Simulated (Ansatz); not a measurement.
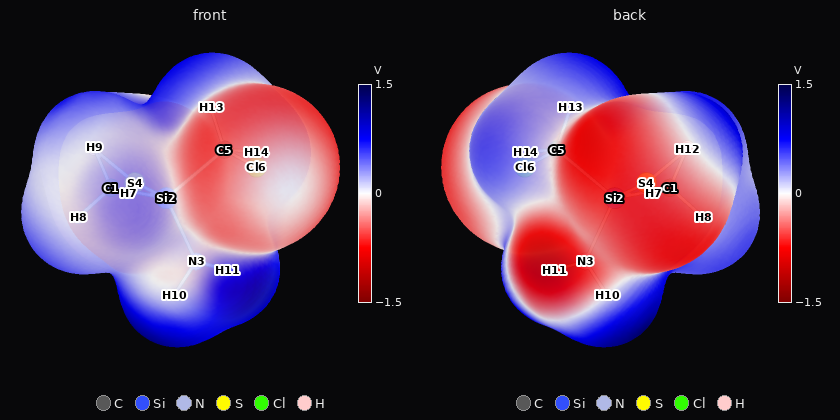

C2H8ClNSSi (SMILES C[Si](N)(S)CCl). The electrostatic potential painted on the density surface at 0.001 e/bohr³, seen from the front and from behind; the colour scale runs from red (negative) to blue (positive).

Level of theory: RKS B3LYP/def2-SVP (Ansatz 0.2.0).

| atom | x (Å) | y (Å) | z (Å) |
| --- | --- | --- | --- |
| C | -1.1182 | -0.8122 | 0.9637 |
| Si | 0.1673 | -0.2134 | -0.2739 |
| N | 1.8214 | -0.5867 | 0.0504 |
| S | -0.2472 | -1.0727 | -2.2266 |
| C | 0.0971 | 1.6816 | -0.3826 |
| Cl | 0.6317 | 2.4226 | 1.1984 |
| H | -0.9425 | -0.3243 | 1.9364 |
| H | -1.0573 | -1.9027 | 1.1077 |
| H | -2.1440 | -0.5659 | 0.6426 |
| H | 2.1482 | -1.5457 | 0.1130 |
| H | 2.3462 | 0.0338 | 0.6609 |
| H | -1.5696 | -1.2624 | -2.0112 |
| H | -0.9167 | 2.0547 | -0.5874 |
| H | 0.7706 | 2.0643 | -1.1625 |

> Describe the electrostatic potential map.

The most negative region (about −0.9 V) lies over N3, the most positive (about +1.2 V) over H10.
